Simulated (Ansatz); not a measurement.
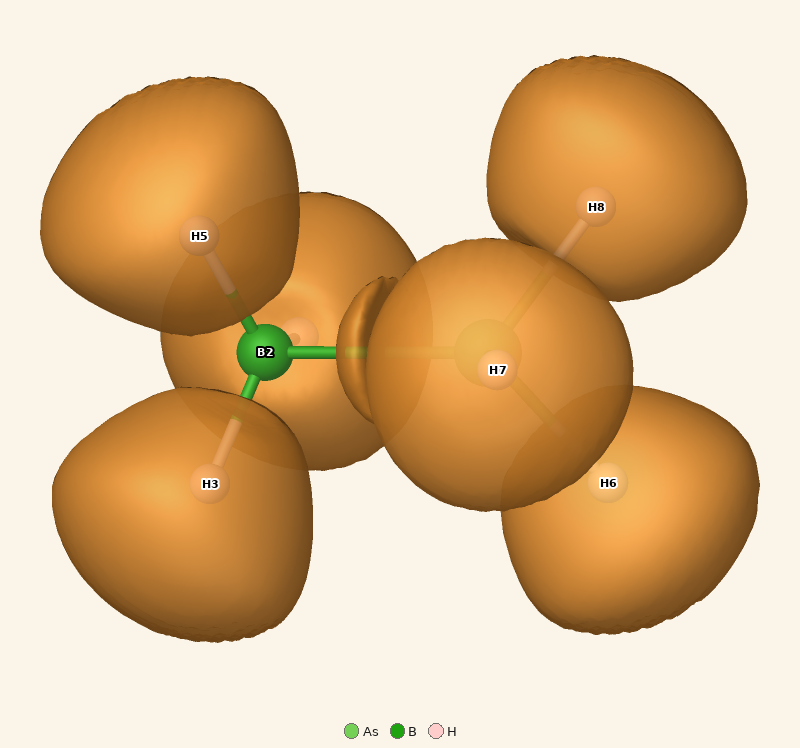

The picture shows: AsBH$_{6}$. Isosurface of the electron localisation function at 0.75 (orange), seen at a tilt. Only the valence region is drawn (cores and ρ < 0.01 e/Å³ removed).

Geometry: PBE0-D4/def2-SVP.

Computed with isolated molecule in a Gaussian basis; Kohn-Sham density functional theory, functional PBE0 in Ansatz.

```
atom    x (Å)    y (Å)    z (Å)
  As  -2.4816   1.3781   0.0197
   B  -1.1124  -0.0709   0.4851
   H  -1.2436  -0.8686  -0.4277
   H  -1.4935  -0.4605   1.5759
   H  -0.0606   0.5459   0.4908
   H  -3.9380   0.9942  -0.0835
   H  -2.3438   2.1145  -1.2911
   H  -2.6213   2.5676   0.9389
```

Q: Identify the bonds, lone pairs and shells in this picture.

A: The ELF exceeds this value in one region between bonded As–B atoms (shared pairs) and six regions around hydrogen nuclei. Along the contacts the grid gives the following. B–As (2.05 Å): the ELF peaks at about 0.90 between the atoms, as expected for a shared electron pair. B–H (1.22 Å): the ELF climbs to about 1 towards the hydrogen, as it does in any bond to H (a covalent bond by its length).
